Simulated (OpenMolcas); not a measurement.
# Eu³⁺ among point charges: CASSCF levels and susceptibility

How does a field of 6 point charges split the states of Eu³⁺, and what χT follows?

Program: OpenMolcas 26.06. Level of theory: state-averaged CASSCF, spin-orbit coupling by RASSI with atomic mean-field integrals. These are calculated values, not measurements, unless marked.

## (1) Starting point

* Species: Eu³⁺ (europium, Z = 63, 60 electrons)
* Basis: ANO-RCC-VDZP [7s6p4d2f1g], 68 functions
* Scalar Hamiltonian: DKH2, point nucleus
* Inactive shells: 1s 2s 2p 3s 3p 3d 4s 4p 4d 5s 5p
* Active space: 6 electrons in 7 orbitals (4f)
* Some configurations of this space: 4f⁶
* Orbitals: optimised for the highest spin of each parity, averaged over all roots

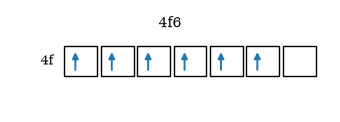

The shells outside the core, filled by Hund's rule for the drawing.

The ion sits among 6 point charges of -0.75 e arranged as a trigonal prism (D3h), 2.39 Å from the ion, with a polar angle of 43.7° against the regular 49.1°.

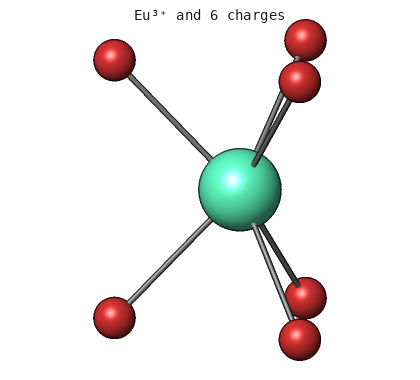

The ion and the point charges (red).

The work runs as a chain of OpenMolcas steps in one folder; each step below is one input file. Labels, J, g values, rates, χT and fits are worked out afterwards by a script from the matrices that RASSI stores.

## (2) One- and two-electron integrals

a.inp

```
&GATEWAY
Coord
1

Eu 0.0 0.0 0.0
Basis=ANO-RCC-VDZP
Group=NoSym
NoMove
AngMom=0.0 0.0 0.0
AMFI
XField
6 Angstrom 0
1.651179 0.000000 1.727920 -0.750000
-0.825589 1.429963 1.727920 -0.750000
-0.825589 -1.429963 1.727920 -0.750000
1.651179 0.000000 -1.727920 -0.750000
-0.825589 1.429963 -1.727920 -0.750000
-0.825589 -1.429963 -1.727920 -0.750000
&SEWARD
```

Launch:

```console
$ OMP_NUM_THREADS=1 MOLCAS_MEM=2252 MOLCAS_PROJECT=a pymolcas a.inp > a.log
```

Standard output:

```text
Basis set label: EU.ANO-RCC...7S6P4D2F1G.

      Electronic valence basis set:
      ------------------
      Associated Effective Charge  63.000000 au
      Associated Actual Charge     63.000000 au
      Nuclear Model: Point charge

      Shell  nPrim  nBasis  Cartesian Spherical Contaminant
         s      25       7        X
         p      22       6        X
         d      15       4                 X
         f      11       2                 X
         g       4       1                 X
                  Relativistic Douglas-Kroll-Hess integrals:
                    - DKH order of Hamiltonian: 2
                    - DKH order of Properties : 0
                  Atomic mean-field integrals
```

## (3) Reference wave functions, septets, 7 roots

a.inp

```
&RASSCF
FileOrb=start.orb
Symmetry=1
Spin=7
nActEl=6 0 0
Inactive=27
Ras2=7
CIRoot=7 7 1
SDav=7
CIMx=300
Iter=120 100
PrWF=0.3
OrbListing=Nothing
MaxOrb=0
>>> COPY $Project.JobIph JOB001
```

Launch:

```console
$ OMP_NUM_THREADS=1 MOLCAS_MEM=2252 MOLCAS_PROJECT=a pymolcas a.inp > a.log
```

start.orb holds the contracted functions of the basis, ordered by shell, or the orbitals of the step before.

Standard output (excerpt; [...] marks lines left out):

```text
[...]
      Number of active orbitals                  7
[...]
      Spin quantum number                      3.0
[...]
      Active orbitals                            7
[...]
      Number of CSFs                             7
      Number of root(s) required                 7
[...]
      Convergence after  9 iterations
[...]
      Natural orbitals and occupation numbers for root  1
      sym 1:   1.000000   1.000000   1.000000   0.000000   1.000000   1.000000   1.000000
      Natural orbitals and occupation numbers for root  2
      sym 1:   1.000000   1.000000   0.000000   1.000000   1.000000   1.000000   1.000000
      Natural orbitals and occupation numbers for root  3
      sym 1:   1.000000   1.000000   1.000000   1.000000   0.000000   1.000000   1.000000
::    RASSCF root number  1 Total energy: -10836.51953665
::    RASSCF root number  2 Total energy: -10836.51934319
::    RASSCF root number  3 Total energy: -10836.51934319
::    RASSCF root number  4 Total energy: -10836.51813049
::    RASSCF root number  5 Total energy: -10836.51813049
::    RASSCF root number  6 Total energy: -10836.51517487
::    RASSCF root number  7 Total energy: -10836.51514611
```

## (4) Reference wave functions, quintets, 140 roots

a.inp

```
&RASSCF
FileOrb=start.orb
Symmetry=1
Spin=5
nActEl=6 0 0
Inactive=27
Ras2=7
CIRoot=140 140 1
SDav=140
CIMx=300
Iter=120 100
PrWF=0.3
OrbListing=Nothing
MaxOrb=0
CIOnly
>>> COPY $Project.JobIph JOB002
```

Standard output (excerpt; [...] marks lines left out):

```text
[...]
      Number of active orbitals                  7
[...]
      Spin quantum number                      2.0
[...]
      Active orbitals                            7
[...]
      Number of CSFs                           140
      Number of root(s) required               140
[...]
      Natural orbitals and occupation numbers for root  1
      sym 1:   0.954779   0.954468   0.821549   0.805992   0.821549   0.820831   0.820831
      Natural orbitals and occupation numbers for root  2
      sym 1:   0.924954   0.910050   0.758051   0.793638   0.819429   0.907092   0.886787
      Natural orbitals and occupation numbers for root  3
      sym 1:   0.925271   0.909574   0.907090   0.819742   0.793638   0.757897   0.886790
::    RASSCF root number  1 Total energy: -10836.40776341
::    RASSCF root number  2 Total energy: -10836.40742908
::    RASSCF root number  3 Total energy: -10836.40742908
[...]
::    RASSCF root number 27 Total energy: -10836.38592091
::    RASSCF root number 28 Total energy: -10836.38542141
::    RASSCF root number 29 Total energy: -10836.38541358
::    RASSCF root number 30 Total energy: -10836.38425411
```

CIOnly: the orbitals of an earlier block are kept, and only the CI is solved.

## (5) CASSCF: triplets, 162 roots

a.inp

```
&RASSCF
FileOrb=start.orb
Symmetry=1
Spin=3
nActEl=6 0 0
Inactive=27
Ras2=7
CIRoot=162 162 1
SDav=588
CIMx=300
Iter=120 100
PrWF=0.3
OrbListing=Nothing
MaxOrb=0
CIOnly
>>> COPY $Project.JobIph JOB003
```

Standard output (excerpt; [...] marks lines left out):

```text
[...]
      Number of active orbitals                  7
[...]
      Spin quantum number                      1.0
[...]
      Active orbitals                            7
[...]
      Number of CSFs                           588
      Number of root(s) required               162
[...]
      Natural orbitals and occupation numbers for root  1
      sym 1:   0.871421   0.868257   0.854254   0.860526   0.839372   0.855821   0.850350
      Natural orbitals and occupation numbers for root  2
      sym 1:   0.871367   0.868329   0.839386   0.860524   0.850318   0.854248   0.855828
      Natural orbitals and occupation numbers for root  3
      sym 1:   0.880721   0.877897   0.857884   0.843088   0.841263   0.841264   0.857884
::    RASSCF root number  1 Total energy: -10836.31384814
::    RASSCF root number  2 Total energy: -10836.31384814
::    RASSCF root number  3 Total energy: -10836.31383893
[...]
::    RASSCF root number 27 Total energy: -10836.30444258
::    RASSCF root number 28 Total energy: -10836.30444258
::    RASSCF root number 29 Total energy: -10836.30409300
::    RASSCF root number 30 Total energy: -10836.30409300
```

CIOnly: the orbitals of an earlier block are kept, and only the CI is solved.

## (6) RASSI: spin-orbit coupling between the states

a.inp

```
&RASSI
NrOfJobIphs=2 7 77
1 2 3 4 5 6 7
1 2 3 4 5 6 7 8 9 10 11 12 13 14 15 16 17 18 19 20 21 22 23 24 25 26 27
28 29 30 31 32 33 34 35 36 37 38 39 40 41 42 43 44 45 46 47 48 49 50 51
52 53 54 55 56 57 58 59 60 61 62 63 64 65 66 67 68 69 70 71 72 73 74 75
76 77
IphNames
JOB001
JOB002
EJob
SpinOrbit
DIPRint=1.0
SOCoupling=1000.0
Subsets=2
Property=9
'ANGMOM' 1 'ANGMOM' 2 'ANGMOM' 3 'MLTPL  1' 1 'MLTPL  1' 2 'MLTPL  1' 3
'AMFI' 1 'AMFI' 2 'AMFI' 3
SOProperty=3
'ANGMOM' 1 'ANGMOM' 2 'ANGMOM' 3
```

Standard output:

```text
SPIN-FREE ENERGIES:
  (Shifted by EMIN (a.u.) =     -10836.5195366473)

 SF State       Relative EMIN(au)   Rel lowest level(eV)    D:o, cm**(-1)      L_eff

     1             0.0000000000        0.0000000000              0.0000         3.0
     2             0.0001934527        0.0052641171             42.4580         3.0
     3             0.0001934548        0.0052641721             42.4584         3.0
     4             0.0014061580        0.0382635073            308.6160         3.0
     5             0.0014061580        0.0382635073            308.6160         3.0
     6             0.0043617805        0.1186900936            957.3002         3.0
     7             0.0043905399        0.1194726783            963.6121         3.0
     8             0.1117732421        3.0415048624          24531.3911         2.0
     9             0.1121075668        3.0506023010          24604.7669         2.0
    10             0.1121075668        3.0506023010          24604.7669         2.0
    11             0.1127582467        3.0683082039          24747.5746         2.0
    12             0.1127582467        3.0683082039          24747.5746         2.0
    13             0.1275784570        3.4715866713          28000.2348         8.0
    14             0.1275784570        3.4715866713          28000.2348         8.0
    15             0.1280456560        3.4842998024          28102.7731         8.0
    16             0.1280456560        3.4842998024          28102.7731         8.0
    17             0.1281513193        3.4871750483          28125.9636         8.0
    18             0.1281792158        3.4879341509          28132.0861         8.0
    19             0.1281792164        3.4879341653          28132.0863         8.0
    20             0.1282533510        3.4899514711          28148.3569         8.0
    21             0.1282533510        3.4899514711          28148.3569         8.0
    22             0.1283208932        3.4917893885          28163.1807         8.0
    23             0.1283209583        3.4917911585          28163.1950         8.0
    24             0.1283433884        3.4924015151          28168.1179         8.0
    25             0.1283528540        3.4926590855          28170.1953         8.0
    26             0.1284241904        3.4946002480          28185.8518         8.0
    27             0.1284241904        3.4946002480          28185.8518         8.0
    28             0.1284322578        3.4948197746          28187.6224         8.0
    29             0.1284322578        3.4948197746          28187.6224         8.0
    30             0.1332960364        3.6271699323          29255.0985         4.0
    31             0.1333753433        3.6293279822          29272.5043         4.0
    32             0.1333753441        3.6293280048          29272.5045         4.0
    33             0.1336157342        3.6358693508          29325.2640         4.0
    34             0.1336157342        3.6358693508          29325.2640         4.0
    35             0.1341152377        3.6494615349          29434.8924         4.0
    36             0.1341230666        3.6496745706          29436.6106         4.0
    37             0.1352825411        3.6812254795          29691.0858         4.0
    38             0.1352825411        3.6812254795          29691.0858         4.0
    39             0.1542958747        4.1986046427          33864.0302         5.0
    40             0.1543039787        4.1988251650          33865.8089         5.0
Eigenvalues of complex Hamiltonian:
   -----------------------------------
  (Shifted by EMIN (a.u.) =     -10836.5195366473)

 SO State       Relative EMIN(au)   Rel lowest level(eV)    D:o, cm**(-1)     J-value

     1            -0.0165037781        0.0000000000              0.0000         0.4
     2            -0.0153974415        0.0301049535            242.8128         0.7
     3            -0.0153974403        0.0301049853            242.8131         0.7
     4            -0.0132531659        0.0884536637            713.4269         1.2
     5            -0.0124881852        0.1092698481            881.3208         1.1
     6            -0.0124881853        0.1092698479            881.3208         1.1
     7            -0.0113527929        0.1401654481           1130.5106         1.9
     8            -0.0113527928        0.1401654495           1130.5106         1.9
     9            -0.0101315603        0.1733968787           1398.5401         2.0
    10            -0.0082446595        0.2247420661           1812.6670         1.4
    11            -0.0082430460        0.2247859710           1813.0211         1.4
    12            -0.0076259305        0.2415785404           1948.4623         2.5
    13            -0.0076259305        0.2415785402           1948.4623         2.5
    14            -0.0070882886        0.2562085216           2066.4611         2.9
    15            -0.0070882883        0.2562085304           2066.4612         2.9
    16            -0.0068014686        0.2640132915           2129.4108         2.9
    17            -0.0030178396        0.3669710800           2959.8214         1.7
    18            -0.0030178397        0.3669710798           2959.8214         1.7
    19            -0.0028677229        0.3710559656           2992.7682         4.0
    20            -0.0027906253        0.3731538979           3009.6892         3.9
    21            -0.0027906247        0.3731539137           3009.6893         3.9
    22            -0.0027256403        0.3749222305           3023.9517         2.9
    23            -0.0027182218        0.3751240975           3025.5799         2.9
    24            -0.0026897000        0.3759002156           3031.8397         3.5
    25            -0.0026897000        0.3759002153           3031.8397         3.5
    26             0.0015266317        0.4906324441           3957.2175         5.0
    27             0.0017244993        0.4960166968           4000.6445         4.9
    28             0.0017245002        0.4960167215           4000.6447         4.9
    29             0.0021676373        0.5080750962           4097.9020         4.6
    30             0.0021676373        0.5080750958           4097.9020         4.6
    31             0.0026023183        0.5199033682           4193.3035         4.1
    32             0.0026152478        0.5202551994           4196.1412         4.1
    33             0.0029400226        0.5290927709           4267.4210         3.3
    34             0.0029400226        0.5290927707           4267.4210         3.3
    35             0.0031866011        0.5358025137           4321.5387         1.9
    36             0.0031866011        0.5358025137           4321.5387         1.9
    37             0.0065525436        0.6273944748           5060.2777         6.0
    38             0.0066701379        0.6305943799           5086.0867         5.9
    39             0.0066701395        0.6305944221           5086.0870         5.9
    40             0.0070383624        0.6406142785           5166.9026         5.6
    41             0.0070383624        0.6406142788           5166.9026         5.6
Weights of the five most important spin-orbit-free states for each spin-orbit state.

 SO State  Total energy (au)           Spin-free states, spin, and weights
 -------------------------------------------------------------------------------------------------------
    1        -0.016504       1 3.0  0.2303    2 3.0  0.2007    3 3.0  0.2007    4 3.0  0.1214    5 3.0  0.1214
    2        -0.015397       2 3.0  0.3309    1 3.0  0.2654    3 3.0  0.1128    5 3.0  0.1121    4 3.0  0.1121
    3        -0.015397       3 3.0  0.3309    1 3.0  0.2654    2 3.0  0.1128    4 3.0  0.1121    5 3.0  0.1121
    4        -0.013253       4 3.0  0.2098    5 3.0  0.2098    6 3.0  0.1907    7 3.0  0.1903    2 3.0  0.0812
    5        -0.012488       1 3.0  0.3126    2 3.0  0.2348    3 3.0  0.2348    5 3.0  0.1557    6 3.0  0.0177
    6        -0.012488       1 3.0  0.3126    3 3.0  0.2348    2 3.0  0.2348    4 3.0  0.1557    6 3.0  0.0177
    7        -0.011353       5 3.0  0.2773    4 3.0  0.2772    3 3.0  0.1908    2 3.0  0.0812    6 3.0  0.0729
    8        -0.011353       4 3.0  0.2773    5 3.0  0.2772    2 3.0  0.1908    3 3.0  0.0812    6 3.0  0.0729
    9        -0.010132       6 3.0  0.3287    7 3.0  0.3278    1 3.0  0.1452    2 3.0  0.0460    3 3.0  0.0460
   10        -0.008245       1 3.0  0.2695    3 3.0  0.2043    2 3.0  0.2043    5 3.0  0.1244    4 3.0  0.1244
   11        -0.008243       1 3.0  0.2698    3 3.0  0.2044    2 3.0  0.2044    4 3.0  0.1243    5 3.0  0.1243
   12        -0.007626       5 3.0  0.2808    3 3.0  0.2248    2 3.0  0.2247    6 3.0  0.0859    7 3.0  0.0854
```

Time for these steps: 45 s (1 thread of Intel Xeon 6975P-C (Granite Rapids), shared host).

States without spin-orbit coupling:

| state | degeneracy | E (cm-1) | free-ion L (%) |
| --- | --- | --- | --- |
| 7A2 | 1 | 0 | F (100) |
| 7E | 2 | 42 | F (100) |
| 7E | 2 | 309 | F (100) |
| 7A1 | 1 | 957 | F (100) |
| 7A2 | 1 | 964 | F (100) |
| 5A1 | 1 | 24531 | D (100) |
| 5E | 2 | 24605 | D (100) |
| 5E | 2 | 24748 | D (100) |
| 5E | 2 | 28000 | L (100) |
| 5E | 2 | 28103 | L (100) |
| 5A1 | 1 | 28126 | L (100) |
| 5E | 2 | 28132 | L (100) |
| 5E | 2 | 28148 | L (100) |
| quintet | 2 | 28163 | L (100) |
| 5A1 | 1 | 28168 | L (100) |
| 5A2 | 1 | 28170 | L (100) |
| 5E | 2 | 28186 | L (100) |
| 5E | 2 | 28188 | L (100) |
| 5A1 | 1 | 29255 | G (100) |
| 5E | 2 | 29273 | G (100) |
| 5E | 2 | 29325 | G (100) |
| 5A1 | 1 | 29435 | G (100) |
| 5A2 | 1 | 29437 | G (100) |
| 5E | 2 | 29691 | G (100) |

With spin-orbit coupling:

| E (cm-1) | Degeneracy | Label | 2S+1 | J | abs mJ (%) | g |
| --- | --- | --- | --- | --- | --- | --- |
| 0.0 | 1 | A1 | 7 | 0.36 | 0 (100) |  |
| 242.8 | 2 | E | 7 | 1.07 | 1 (100) | 0.00 0.00 3.79 |
| 713.4 | 1 | A2 | 7 | 1.20 | 0 (100) |  |
| 881.3 | 2 | E | 7 | 2.06 | 2 (100) | 0.00 0.00 6.88 |
| 1131 | 2 | E | 7 | 2.08 | 1 (100) | 0.00 0.00 3.47 |
| 1399 | 1 | A1 | 7 | 1.98 | 0 (100) |  |
| 1813 | 1 | A2 | 7 | 3.06 | 3 (100) |  |
| 1813 | 1 | A1 | 7 | 3.06 | 3 (100) |  |
| 1948 | 2 | E | 7 | 3.07 | 2 (100) | 0.00 0.00 6.48 |
| 2066 | 2 | E | 7 | 3.02 | 1 (100) | 0.00 0.00 2.93 |
| 2129 | 1 | A2 | 7 | 2.93 | 0 (100) |  |
| 2960 | 2 | E | 7 | 4.07 | 4 (100) | 0.00 0.00 12.70 |
| 2993 | 1 | A1 | 7 | 3.96 | 0 (100) |  |
| 3010 | 2 | E | 7 | 3.97 | 1 (100) | 0.00 0.00 2.61 |
| 3024 | 1 | A2 | 7 | 4.06 | 3 (100) |  |
| 3026 | 1 | A1 | 7 | 4.06 | 3 (100) |  |
| 3032 | 2 | E | 7 | 4.01 | 2 (100) | 0.00 0.00 5.82 |
| 3957 | 1 | A2 | 7 | 4.98 | 0 (100) |  |
| 4001 | 2 | E | 7 | 4.97 | 1 (100) | 0.00 0.00 2.49 |
| 4098 | 2 | E | 7 | 4.96 | 2 (100) | 0.00 0.00 5.38 |
| 4193 | 1 | A2 | 7 | 4.99 | 3 (100) |  |
| 4196 | 1 | A1 | 7 | 4.99 | 3 (100) |  |
| 4267 | 2 | E | 7 | 5.03 | 4 (100) | 0.00 0.00 12.01 |
| 4322 | 2 | E | 7 | 5.06 | 5 (100) | 0.00 0.00 15.44 |

The table of states holds 24 of 53 computed; the rest, higher up, is left out. Labels of spin-orbit levels are those of the rotation subgroup (D3 for D3h). Principal g values are given for doublets only; a zero marks a field direction without first-order Zeeman splitting.

Powder χT (cm³ K/mol): 0.02 at 2 K, 0.04 at 5 K, 0.08 at 10 K, 0.16 at 20 K, 0.39 at 50 K, 0.76 at 100 K, 1.02 at 150 K, 1.20 at 200 K, 1.33 at 250 K, 1.43 at 300 K.

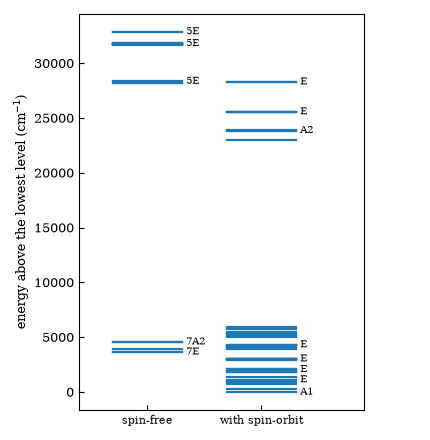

The states in the field without (left) and with (right) spin-orbit coupling.

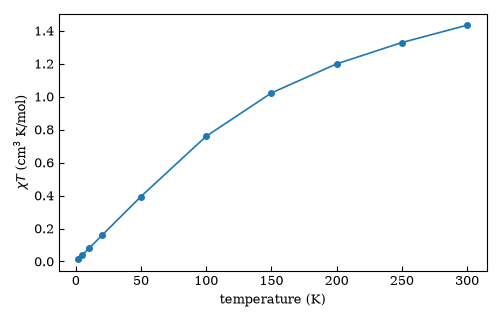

χT against temperature.

Orbitals of the lowest block (energies include the constant potential of the surroundings):

| shell | space | energy (hartree) | mean occupation | ⟨r²⟩ (bohr²) |
| --- | --- | --- | --- | --- |
| 1s | inactive | -1789.8529 | 2.000 | 0.000645 |
| 2s | inactive | -298.5670 | 2.000 | 0.0106 |
| 2p | inactive | -266.3901 | 6.000 | 0.00853 |
| 3s | inactive | -67.7202 | 2.000 | 0.0706 |
| 3p | inactive | -57.4325 | 6.000 | 0.0707 |
| 3d | inactive | -43.4001 | 10.000 | 0.0598 |
| 4s | inactive | -14.4345 | 2.000 | 0.361 |
| 4p | inactive | -10.9330 | 6.000 | 0.406 |
| 4d | inactive | -5.8724 | 10.000 | 0.496 |
| 4f | RAS2 |  | 6.000 | 0.912 |
| 5s | inactive | -2.0757 | 2.000 | 2.15 |
| 5p | inactive | -1.1054 | 6.000 | 2.80 |

## (7) Summary of results

| quantity | value |
| --- | --- |
| method | CASSCF |
| spin-free ground state | 7A2, 1-fold in its orbital part |
| first state of the same spin within the active space | 7E at 42.5 cm⁻¹ |
| lowest level | 1-fold A1 |
| next level | 242.8 cm⁻¹ |
| χT at 300 K | 1.43 cm³ K/mol |
| effective moment at 300 K | 3.39 μB |

The spin-free ground state (7A2) comes to 100 % from free-ion F terms and keeps the highest spin of the shell. The quintets, triplets rest on orbitals optimised for another spin in at least one step, which raises them against the optimised states. Not all states of the active space went into the spin-orbit step. High states of lower spin are left out of the spin-orbit mixing, and CASSCF puts spin-flip levels too high. Point charges carry no covalency, so the field is a model and not that of real ligands.
